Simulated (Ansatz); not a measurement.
# Se (P3_121, 3 atoms in the cell): the dielectric response against the k mesh

Aim: how dense a k mesh do ε∞ and the zone-centre modes of Se (P3_121, 3 atoms in the cell) need?

Method: DFT PBEsol, scalar-relativistic, plane waves, PAW; PAW set soft_1, in Ansatz 0.2.0.

## (1) The starting structure

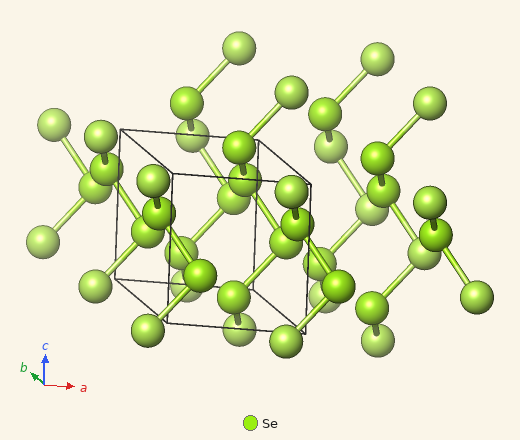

The starting structure, seen slightly off an axis (selenium green). 2×2×1 cells are drawn. Some periodic images of atoms are drawn too.

Structure file:

```cif
data_structure
_symmetry_space_group_name_H-M 'P 1'
_symmetry_Int_Tables_number 1
_cell_length_a 4.3662
_cell_length_b 4.3662
_cell_length_c 4.9536
_cell_angle_alpha 90.000
_cell_angle_beta 90.000
_cell_angle_gamma 120.000
_cell_volume 81.78
loop_
_atom_site_label
_atom_site_type_symbol
_atom_site_fract_x
_atom_site_fract_y
_atom_site_fract_z
_atom_site_occupancy
Se1 Se 0.22540 0.00000 0.33333 1
Se2 Se 0.00000 0.22540 0.66667 1
Se3 Se 0.77460 0.77460 0.00000 1
```

## (2) Relaxation

Harmonic phonons are second derivatives at a point where the forces vanish, and they are wanted at zero stress, so atoms and cell are relaxed first.

File input.yaml:

```yaml
crystal:
  lattice:
    - [4.3662, 0.0, 0.0]
    - [-2.1831, 3.781240118, 0.0]
    - [0.0, 0.0, 4.9536]
  atoms:
    - { symbol: Se, position: [0.2254, 0.0, 0.33333333] }
    - { symbol: Se, position: [0.0, 0.2254, 0.66666667] }
    - { symbol: Se, position: [0.7746, 0.7746, 0.0] }
kpoints:
  mp_grid: { grid: [9, 9, 6] }
hamiltonian:
  xc: pbesol
  pseudopotentials: { kind: paw, azcp: { folder: soft_1 }, xc_functional: pbe }
scf:
  occupations: { method: gaussian, width: 0.02 }
output:
  forces: true
  stress: true
  eigenvalues: true
  write_density: true
  write_potential: true
  elf: true
  volumetric_format: npy
relax:
  adjacent_minimum: "off"
  f_tol: 0.005
  max_steps: 80
  cell: { stress_tol: 0.05 }
```

Run with:

```console
ansatz run input.yaml --threads 4 --pin off --max-ram 10240MiB --backend cpu --events-out ev --progress --plain --runs-dir out
```

Numbers of over 12 decimals in the logs are rounded to 6 here.

The log of the run:

```text
Engine: ansatz 0.2.0, x86_64-unknown-linux-gnu
Pseudopotentials: kind: paw
Pseudopotential: Se, paw, valence charge 16, recommended cutoff 420 eV (normal), soft_1/Se.paw.azcp
Functional definition: PBEsol
  exchange = pbesol_x
  correlation = pbesol_c
Crystal: 3 atoms, lattice volume = 81.782 Å³
Basis set: ecut = 420 eV, 1583 PW (Γ), exchange–correlation on 60×60×72 points (8 copies of the dense FFT grid, shifted against one another)
Bands: 29, of which v1, the nominal top of the filled ones, is band 24 counted from 1 (23 counted from 0)
Symmetry: 6 space group operations
Space group: P3121 (ITA 152), of the structure as read, at distance tolerance 4.3e-5 Å
k-points: 62 of 486 (time reversal used)
Non-local potential: Se, projectors of the file, l = 0: 2, l = 1: 2, l = 2: 3, l = 3: 1
PAW form: soft (Blöchl's): semilocal exchange-correlation on the pseudo side does not see the compensation charge
PAW frozen core: Se, regenerated for the run's functional, and the local potential with it (the file was generated under x = pbe(κ = 0.804, μ = 0.219515), c = pbe(β = 0.066725))
PAW one-centre angular grid: Se, 590 points (default); XC on 64 Gauss nodes
Initial density: superposition of atomic densities (chi_scale 0.1, normalization cell)
Initial wavefunctions: pseudopotential atomic-orbital guess
Functional: x = pbesol(κ = 0.804, μ = 0.123457), c = pbesol(β = 0.046)
SCF iter   1: F=—  HF=-16272.668146 eV  |F-HF|=—  |Δ(HF+E_count)|=         —  Δρ=2.72e-2  dr2=3.68e-1  ethr=3.10e-3  ⟨swp⟩=6.3  Hψ=7405  notcnv=0
preconditioner: auto → Resta (q_TF=auto, 2.496 Å⁻¹)  ε∞=3.8  [insulator: Δε(μ)=1.094 eV  Ē_g=10.406 eV  σ=0.020 eV  W_gap=1.00  n_scr=20 (ndim 8)  ℏωp=17.4 eV  f_vac=0.063  D(μ)=0.00/eV (n_scr^D=0)  ε∞_Penn≈3.8]
SCF iter   2: F=—  HF=-16272.599222 eV  |F-HF|=—  |Δ(HF+E_count)|=   6.89e-2  Δρ=1.48e-2  dr2=1.11e-1  ethr=7.67e-4  ⟨swp⟩=2.0  Hψ=2541  notcnv=0  defer=62
SCF iter   3: F=—  HF=-16272.576001 eV  |F-HF|=—  |Δ(HF+E_count)|=   2.32e-2  Δρ=1.37e-3  dr2=1.10e-3  ethr=2.32e-4  ⟨swp⟩=2.0  Hψ=2427  notcnv=0  defer=62
SCF iter   4: F=—  HF=-16272.576642 eV  |F-HF|=—  |Δ(HF+E_count)|=   6.41e-4  Δρ=3.38e-4  dr2=7.87e-5  ethr=2.30e-6  ⟨swp⟩=2.0  Hψ=3470  notcnv=0  defer=62
SCF iter   5: F=—  HF=-16272.576623 eV  |F-HF|=—  |Δ(HF+E_count)|=   1.86e-5  Δρ=1.41e-4  dr2=2.02e-5  ethr=1.64e-7  ⟨swp⟩=2.0  Hψ=3224  notcnv=0  defer=62
SCF iter   6: F=—  HF=-16272.576648 eV  |F-HF|=—  |Δ(HF+E_count)|=   2.50e-5  Δρ=4.55e-5  dr2=2.24e-6  ethr=4.20e-8  ⟨swp⟩=2.8  Hψ=3059  notcnv=0  defer=62
SCF iter   7: F=-16272.576651 eV  HF=-16272.576651 eV  |F-HF|=7.72e-8  |Δ(HF+E_count)|=   3.23e-6  Δρ=8.40e-6  dr2=5.34e-8  ethr=2.08e-10  ⟨swp⟩=11.4  Hψ=13222  notcnv=0
SCF 1 converged in 7 iterations: F = -16272.576651 eV  dr2 = 5.34e-8
  greatest PAW one-centre occupation: 1.000 electrons in one spin orbital (limit 2), on the Se atom at site 1 (counted from 0), in its partial waves of l = 2
relax step   1: F+E_penalty+E_count = -16272.57665141 eV  Δ(F+E_penalty+E_count) = +0.000e0 eV  max|allowed force component| = 2.859e-1 eV/Å  Δτ_max = 0.0000 Å  P = +0.158 GPa  Ω = 81.782 Å³  (7 SCF iters, dr2 threshold 1.00e-7 eV, accepted)
Crystal: 3 atoms, lattice volume = 76.643 Å³
Basis set: ecut = 420 eV, 1475 PW (Γ), exchange–correlation on 60×60×72 points (8 copies of the dense FFT grid, shifted against one another)
Initial density: handed on by an earlier stage of this run
Initial wavefunctions: those handed on with the density
iter 1 solved again at ethr=6.51e-6 eV; its pass at ethr=3.10e-3 eV (dr2=3.13e-3 eV) is discarded
SCF iter   1: F=—  HF=-16272.616260 eV  |F-HF|=—  |Δ(HF+E_count)|=         —  Δρ=3.00e-3  dr2=3.20e-3  ethr=6.51e-6  ⟨swp⟩=2.0  Hψ=10920  notcnv=0
preconditioner: auto → Resta (q_TF=auto, 2.524 Å⁻¹)  ε∞=4.0  [insulator: Δε(μ)=0.866 eV  Ē_g=10.416 eV  σ=0.020 eV  W_gap=1.00  n_scr=20 (ndim 8)  ℏωp=18.0 eV  f_vac=0.053  D(μ)=0.00/eV (n_scr^D=0)  ε∞_Penn≈4.0]
SCF iter   2: F=—  HF=-16272.615941 eV  |F-HF|=—  |Δ(HF+E_count)|=   3.19e-4  Δρ=1.64e-3  dr2=9.75e-4  ethr=6.51e-6  ⟨swp⟩=2.0  Hψ=2108  notcnv=0
SCF iter   3: F=—  HF=-16272.615917 eV  |F-HF|=—  |Δ(HF+E_count)|=   2.43e-5  Δρ=1.50e-4  dr2=1.33e-5  ethr=2.03e-6  ⟨swp⟩=2.0  Hψ=2666  notcnv=0
SCF iter   4: F=—  HF=-16272.615925 eV  |F-HF|=—  |Δ(HF+E_count)|=   8.11e-6  Δρ=7.89e-5  dr2=4.53e-6  ethr=2.77e-8  ⟨swp⟩=2.0  Hψ=3286  notcnv=0
SCF iter   5: F=-16272.615926 eV  HF=-16272.615926 eV  |F-HF|=2.00e-8  |Δ(HF+E_count)|=   1.13e-6  Δρ=1.93e-5  dr2=2.49e-7  ethr=6.25e-10  ⟨swp⟩=6.8  Hψ=13071  notcnv=0
SCF 2 converged in 5 iterations: F = -16272.615926 eV  dr2 = 2.49e-7
  greatest PAW one-centre occupation: 1.000 electrons in one spin orbital (limit 2), on the Se atom at site 0 (counted from 0), in its partial waves of l = 2
relax step   2: F+E_penalty+E_count = -16272.61592591 eV  Δ(F+E_penalty+E_count) = -3.927e-2 eV  max|allowed force component| = 1.861e-1 eV/Å  Δτ_max = 0.0486 Å  P = +0.614 GPa  Ω = 76.643 Å³  energy of the carried Pulay correction = +6.063e-4 eV  (5 SCF iters, dr2 threshold 3.00e-7 eV, accepted)
Crystal: 3 atoms, lattice volume = 71.764 Å³
Basis set: ecut = 420 eV, 1409 PW (Γ), exchange–correlation on 60×60×72 points (8 copies of the dense FFT grid, shifted against one another)
iter 1 solved again at ethr=2.05e-5 eV; its pass at ethr=3.10e-3 eV (dr2=9.86e-3 eV) is discarded
SCF iter   1: F=—  HF=-16272.648081 eV  |F-HF|=—  |Δ(HF+E_count)|=         —  Δρ=4.81e-3  dr2=9.89e-3  ethr=2.05e-5  ⟨swp⟩=2.2  Hψ=12966  notcnv=0
preconditioner: auto → Resta (q_TF=auto, 2.551 Å⁻¹)  ε∞=4.2  [insulator: Δε(μ)=0.486 eV  Ē_g=10.365 eV  σ=0.020 eV  W_gap=1.00  n_scr=22 (ndim 8)  ℏωp=18.6 eV  f_vac=0.030  D(μ)=0.00/eV (n_scr^D=0)  ε∞_Penn≈4.2]
SCF iter   2: F=—  HF=-16272.646450 eV  |F-HF|=—  |Δ(HF+E_count)|=   1.63e-3  Δρ=2.67e-3  dr2=3.36e-3  ethr=2.05e-5  ⟨swp⟩=2.0  Hψ=2108  notcnv=0
SCF iter   3: F=—  HF=-16272.646005 eV  |F-HF|=—  |Δ(HF+E_count)|=   4.46e-4  Δρ=3.22e-4  dr2=4.07e-5  ethr=7.00e-6  ⟨swp⟩=2.0  Hψ=2668  notcnv=0
SCF iter   4: F=—  HF=-16272.646040 eV  |F-HF|=—  |Δ(HF+E_count)|=   3.51e-5  Δρ=1.64e-4  dr2=1.33e-5  ethr=8.48e-8  ⟨swp⟩=2.0  Hψ=3286  notcnv=0
SCF iter   5: F=—  HF=-16272.646044 eV  |F-HF|=—  |Δ(HF+E_count)|=   4.24e-6  Δρ=5.22e-5  dr2=2.05e-6  ethr=2.77e-8  ⟨swp⟩=2.0  Hψ=3286  notcnv=0
SCF iter   6: F=-16272.646043 eV  HF=-16272.646043 eV  |F-HF|=4.43e-8  |Δ(HF+E_count)|=   1.20e-6  Δρ=1.01e-5  dr2=6.93e-8  ethr=6.25e-10  ⟨swp⟩=8.0  Hψ=15318  notcnv=0
SCF 3 converged in 6 iterations: F = -16272.646043 eV  dr2 = 6.93e-8
relax step   3: F+E_penalty+E_count = -16272.64604287 eV  Δ(F+E_penalty+E_count) = -3.012e-2 eV  max|allowed force component| = 1.127e-1 eV/Å  Δτ_max = 0.0722 Å  P = -0.216 GPa  Ω = 71.764 Å³  energy of the carried Pulay correction = +1.220e-3 eV  (6 SCF iters, dr2 threshold 3.00e-7 eV, accepted)
[...]
relax step   4: F+E_penalty+E_count = -16272.64813546 eV  Δ(F+E_penalty+E_count) = -2.093e-3 eV  max|allowed force component| = 1.459e-2 eV/Å  Δτ_max = 0.0128 Å  P = +0.388 GPa  Ω = 71.578 Å³  energy of the carried Pulay correction = +1.244e-3 eV  (5 SCF iters, dr2 threshold 3.00e-7 eV, accepted)
[...]
relax step   5: F+E_penalty+E_count = -16272.64750565 eV  Δ(F+E_penalty+E_count) = +6.298e-4 eV  max|allowed force component| = 7.981e-3 eV/Å  Δτ_max = 0.0130 Å  P = -0.429 GPa  Ω = 73.016 Å³  energy of the carried Pulay correction = +1.059e-3 eV  (5 SCF iters, dr2 threshold 3.00e-7 eV, rejected (line search))
[...]
relax step   6: F+E_penalty+E_count = -16272.64875073 eV  Δ(F+E_penalty+E_count) = -6.153e-4 eV  max|allowed force component| = 3.484e-4 eV/Å  Δτ_max = 0.0058 Å  P = +0.012 GPa  Ω = 72.289 Å³  energy of the carried Pulay correction = +1.152e-3 eV  (7 SCF iters, accepted)
Basis set: ecut = 420 eV, 1409 PW (Γ), exchange–correlation on 54×54×72 points (8 copies of the dense FFT grid, shifted against one another)
Initial wavefunctions: pseudopotential atomic-orbital guess (no wavefunctions were taken with the density)
iter 1 solved again at ethr=1.30e-7 eV; its pass at ethr=3.10e-3 eV (dr2=6.22e-5 eV) is discarded
SCF iter   1: F=—  HF=-16272.646941 eV  |F-HF|=—  |Δ(HF+E_count)|=         —  Δρ=4.73e-4  dr2=4.51e-6  ethr=1.30e-7  ⟨swp⟩=2.8  Hψ=11813  notcnv=0
preconditioner: auto → Resta (q_TF=auto, 2.548 Å⁻¹)  ε∞=4.2  [insulator: Δε(μ)=0.445 eV  Ē_g=10.397 eV  σ=0.020 eV  W_gap=1.00  n_scr=22 (ndim 8)  ℏωp=18.5 eV  f_vac=0.033  D(μ)=0.00/eV (n_scr^D=0)  ε∞_Penn≈4.2]
SCF iter   2: F=—  HF=-16272.647684 eV  |F-HF|=—  |Δ(HF+E_count)|=   7.43e-4  Δρ=2.40e-4  dr2=1.33e-6  ethr=9.40e-9  ⟨swp⟩=3.0  Hψ=3286  notcnv=0
SCF iter   3: F=—  HF=-16272.647895 eV  |F-HF|=—  |Δ(HF+E_count)|=   2.11e-4  Δρ=3.29e-5  dr2=3.55e-8  ethr=2.77e-9  ⟨swp⟩=2.0  Hψ=2191  notcnv=0
SCF iter   4: F=—  HF=-16272.647899 eV  |F-HF|=—  |Δ(HF+E_count)|=   3.73e-6  Δρ=3.25e-6  dr2=1.73e-9  ethr=7.39e-11  ⟨swp⟩=2.0  Hψ=3240  notcnv=0
SCF iter   5: F=—  HF=-16272.647899 eV  |F-HF|=—  |Δ(HF+E_count)|=   3.06e-8  Δρ=5.06e-7  dr2=2.21e-10  ethr=3.61e-12  ⟨swp⟩=3.0  Hψ=3286  notcnv=0
SCF iter   6: F=-16272.647899 eV  HF=-16272.647899 eV  |F-HF|=6.91e-11  |Δ(HF+E_count)|=  1.86e-10  Δρ=1.88e-7  dr2=2.77e-11  ethr=1.00e-12  ⟨swp⟩=6.0  Hψ=8242  notcnv=0
SCF 7 converged in 6 iterations: F = -16272.647899 eV  dr2 = 2.77e-11
relax step   7: F+E_penalty+E_count = -16272.64789917 eV  Δ(F+E_penalty+E_count) = +8.516e-4 eV  max|allowed force component| = 3.816e-5 eV/Å  Δτ_max = 0.0000 Å  P = +0.008 GPa  Ω = 72.289 Å³  stress off target by 8.14e-3 GPa  SCF on the basis re-selected at this cell (its energy is not comparable with the rows above)  (6 SCF iters)
basis re-selected at this cell: Δ(F+E_penalty+E_count) = +8.516e-4 eV, ΔP = -0.005 GPa vs the last step (what re-selecting the basis moved, of the pressure what is left beyond the Pulay correction that the steps carried, after the strain that the cell walked since its last selection, with what the two solves' SCF thresholds leave and, on support functions, any second-order correction that the steps lacked; it is no measure of the basis error at this ecutwfc). The dense FFT grid was sized anew with the basis: this SCF ran on 27×27×36 points, the steps before it on 30×30×36, so part of this shift can come from that change (see relax.cell in the input reference). [rest of the remark cut]
SCF converged after 6 iterations
Free energy (F): -16272.647899 eV
Harris-Foulkes:  -16272.647899 eV  (|F-HF|=6.91e-11)
Internal energy: -16272.647899 eV  (E = F + TS)
E sigma→0 (E₀):  -16272.647899 eV
Fermi energy:    8.320978 eV
--- Per-component energies (eV) ---
  E_band       = -1178.259948
  E_kinetic    = 328.474373
  E_local      = -7817.965147  (includes V_loc(G=0)·N_el)
  E_nonlocal   = -1055.496980
  E_hartree    = 4102.883101
  E_xc         = -251.959382
  E_vxc        = -268.660090  (∫ρ·V_xc dr)
  E_paw        = -6260.051328  (= ΣΔE_a)
  E_vpaw       = -570.377399  (= ΣTr[D̂ρ^β])
  E_aug_tail   = -0.001109  (compensation charges beyond the density's cutoff)
  E_ewald      = -5321.556781
  E_core_change = 3.025355  (= ΣΔE_core)
  E_smearing   = -0.000000  (= −TS)
  E_closure    = -0.000000  (closes the sum)
  Σ components = -16272.647899   (vs F -16272.647899, Δ=0.00e0)
--- Forces (eV/Å), atoms counted from 1 ---
  atom   1  Se    -0.00003816    -0.00000000    -0.00000000
  atom   2  Se     0.00001908    -0.00003305     0.00000000
  atom   3  Se     0.00001908     0.00003305    -0.00000000
  max |Σ_I F_I| component: 2.66e-17 eV/Å
--- Stress (GPa, compression-positive) ---
        0.008135      -0.000000       0.000000
        0.000000       0.008135      -0.000000
        0.000000      -0.000000       0.006801
  P = ⅓ Tr σ = 0.0077 GPa (0.077 kbar)
--- Band table (eV; the first three rows and the last of 62) ---
  k-point 0: bands = [... 20 lower, 4.6367, 6.1891, 6.1891, 7.5401, 9.5269, 9.5269, 10.1248, 14.3672, ... 1 higher]
  k-point 1: bands = [... 20 lower, 4.9785, 6.1737, 6.3581, 7.4421, 9.3209, 9.3543, 9.8220, 14.3189, ... 1 higher]
  k-point 2: bands = [... 20 lower, 5.1007, 6.3627, 6.5804, 7.1511, 9.0068, 9.0875, 9.2935, 13.8490, ... 1 higher]
  k-point 61: bands = [... 20 lower, 2.4968, 6.9214, 8.0980, 8.0980, 8.5433, 10.2703, 10.2703, 15.1671, ... 1 higher]
--- Relaxed structure (6 steps of the walk, 5 accepted, 1 SCFs on fresh bases) ---
  F+E_penalty+E_count = -16272.64789917 eV   max|allowed force component| = 3.816e-5 eV/Å   (the final SCF, on the basis selected at the relaxed cell)
  cell:  # Å, volume = 72.2893 Å³
    - [4.037267, 0.0, -2.3234923602937165e-17]
    - [-2.018634, 3.496376, 1.1617461801468581e-17]
    - [-2.6360798305062656e-17, 0, 5.121158]
  atoms:
    - { symbol: Se, position: [0.248811, 1.6821604941104799e-18, 0.333333] }
    - { symbol: Se, position: [1.823069866989655e-17, 0.248811, 0.666667] }
    - { symbol: Se, position: [0.751189, 0.751189, -1.3226830126295958e-18] }
```

Wall time 22 s (4 threads of AMD EPYC 7B13 (Zen 3), shared host); peak memory 0.51 GiB; 83 s of CPU time.

Step by step:

```tsv
step	energy less that of the first step (eV)	largest force component (eV/Å)	pressure (GPa)	volume (Å³)
1	0.0000	0.2859	0.16	81.78
2	-0.0393	0.1861	0.61	76.64
3	-0.0694	0.1127	-0.22	71.76
4	-0.0715	0.0146	0.39	71.58
5	-0.0709	0.0080	-0.43	73.02
6	-0.0721	0.0003	0.01	72.29
7*	-0.0712	0.0000	0.01	72.29
```

Relaxation steps marked * repeat the geometry before them on a plane-wave basis chosen anew for their cell, so energy and pressure can jump there. Relaxation step 5 was tried and not accepted.

The run keeps the 6 symmetry operations that it works with, so distortions that break them were not tested.

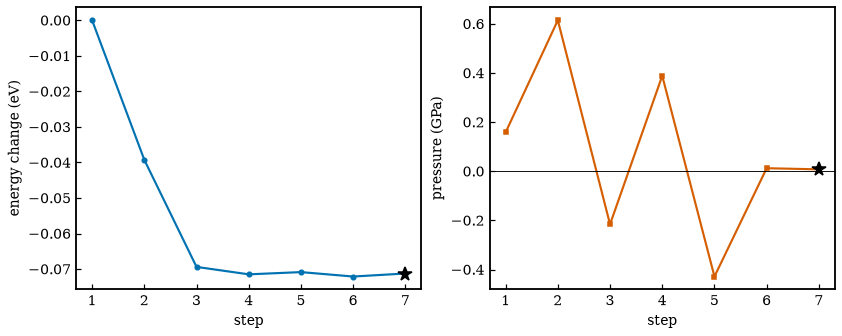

Energy and pressure along the relaxation. Stars mark steps on a basis chosen anew.

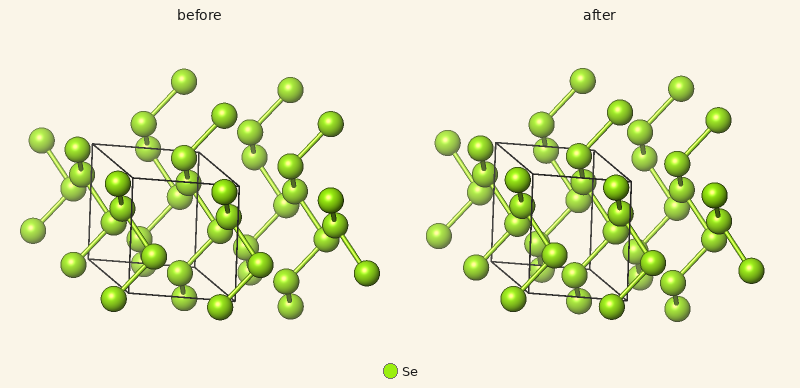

Before and after, at one scale.

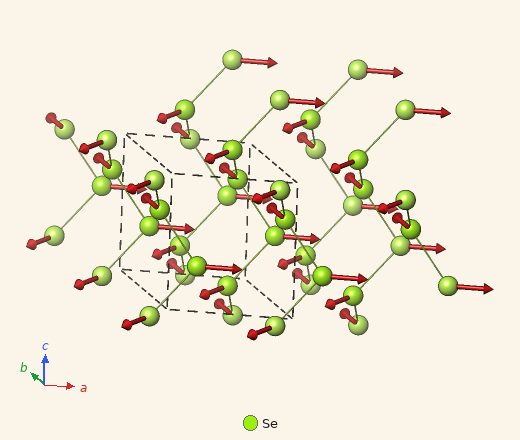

Displacements in the relaxation, exaggerated, measured against the changing cell; the longest in the cell stands for 0.09 Å. 2×2×1 cells are drawn. Some periodic images of atoms are drawn too.

```tsv
conventional cell, symmetrised	before	after	change
a (Å)	4.366	4.037	-7.5 %
b (Å)	4.366	4.037	-7.5 %
c (Å)	4.954	5.121	+3.4 %
volume (Å³/atom)	27.26	24.10	-11.6 %
```

The atoms that moved most (Å, as changes of fractional coordinates times the final cell):

```tsv
atom	dx	dy	dz	length
Se1	0.095	0.000	0.000	0.095
Se2	-0.047	0.082	0.000	0.095
Se3	-0.047	-0.082	0.000	0.095
```

The relaxed structure:

```xyz
3
Lattice="4.0373 0.0000 0.0000 -2.0186 3.4964 0.0000 0.0000 0.0000 5.1212" Properties=species:S:1:pos:R:3 pbc="T T T"
Se    1.0045    0.0000    1.7071
Se   -0.5023    0.8699    3.4141
Se    1.5164    2.6264    0.0000
```

This step gave:

* pressure: 0.007690 GPa
* gap on the k-mesh: 0.4453 eV
* volume per atom: 24.10 Å³

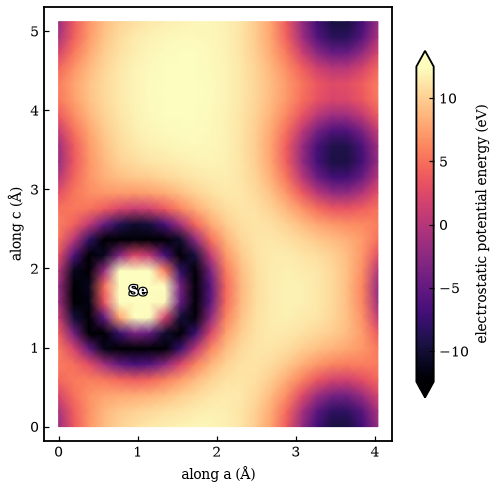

Electrostatic potential energy in the ac plane at fractional y = 0.000, with atoms of Se within 0.2 Å of it. With pseudopotentials it is smooth inside the atoms' cores, unlike the true potential.

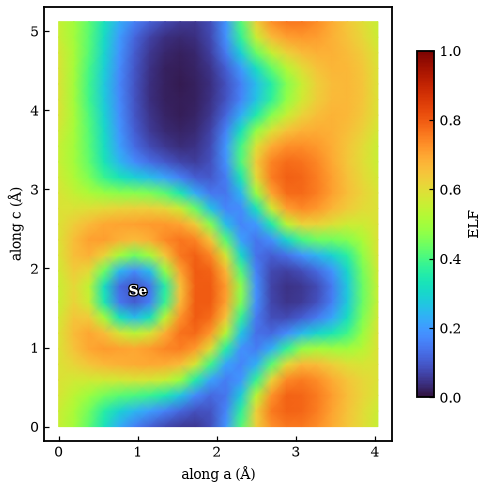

ELF in the ac plane at fractional y = 0.000, with atoms of Se within 0.2 Å of it. It is the smooth field of the valence electrons, not physical close to the nuclei.

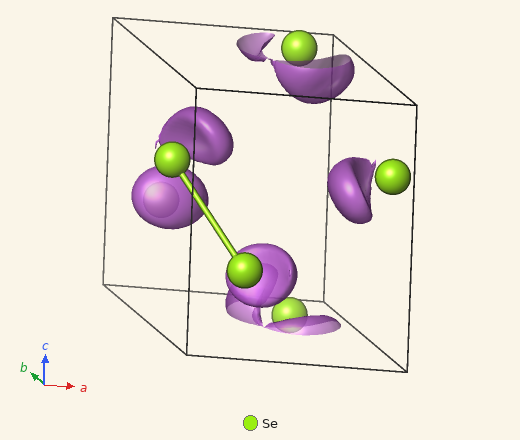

Surface of ELF = 0.81. Bonds to atoms that aren't drawn are left out.

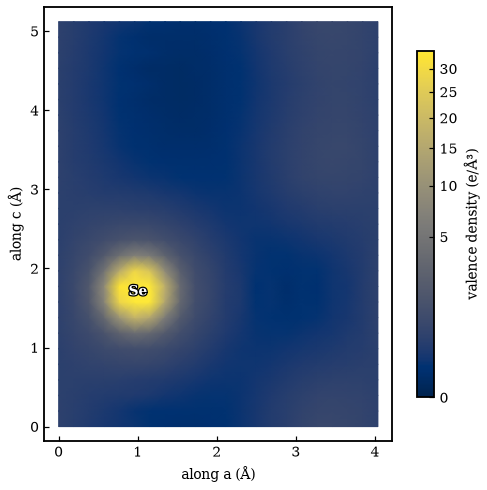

Valence density in the ac plane at fractional y = 0.000, with atoms of Se within 0.2 Å of it. It is the smooth field of the valence electrons, not physical close to the nuclei. The colour scale is stretched toward low values.

In this step the volume went from 27.26 to 24.10 Å³/atom.

(Continued in part 2 of 2.)

[Logs are printed without paths, hosts, clocks, repeated set-up lines and the standing remarks that a program may print on its own settings, such as how far it seeks lower states.]

[Hosts, paths, dates, database ids (printed as entryN), source tags and the programs' standing remarks are cut or masked in the printed files.]
